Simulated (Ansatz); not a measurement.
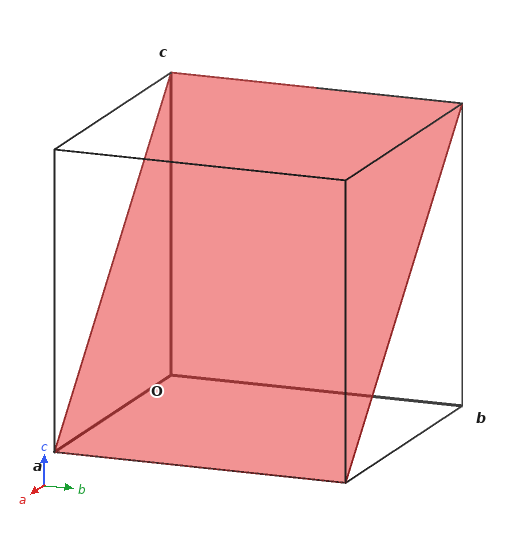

For Be₂Ru₃, the end point of a relaxation with DFT PBE, scalar-relativistic, plane waves, PAW in Ansatz; the starting structure was generated, so it need not be a known form of this composition: every member of one family of equally spaced planes, hx + ky + lz = a whole number, that cuts the unit cell is shaded (one member passes through the origin O, touching the cell only at an edge or corner). Geometry calculated from the standardised cell; symmetry tolerance 0.002 Å.

a = 4.039 Å, b = 4.039 Å, c = 4.039 Å, α = 90.00°, β = 90.00°, γ = 90.00°.

Q: Index the planes.

A: (1 0 1); the opposite sign names the same planes. The member next to the origin meets the axes a at 1, b never, c at 1.

Q: What is the spacing?

A: d = 2.856 Å.
